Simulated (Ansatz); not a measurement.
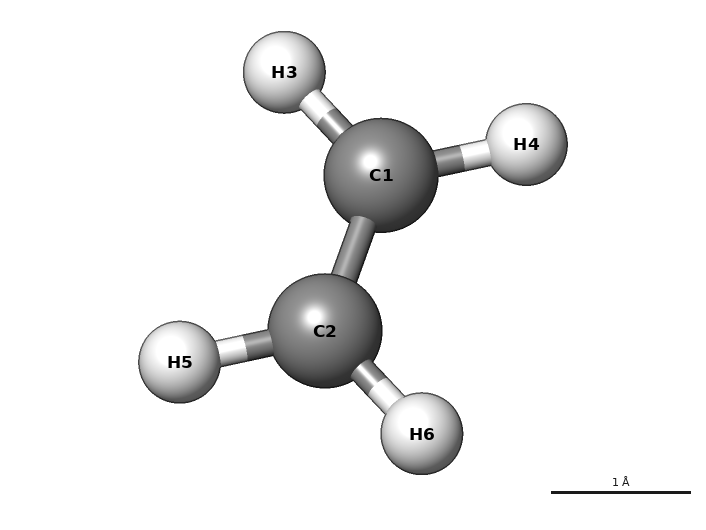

Simulated data, not a measurement (program: Ansatz).

Charge +1, doublet. Geometry: a fixed input geometry, not necessarily a minimum.

### Describe the coordination of atom 1.

C1 has 3 neighbours (C2 at 1.32, H3 at 1.08, H4 at 1.08 Å); the arrangement is trigonal planar.
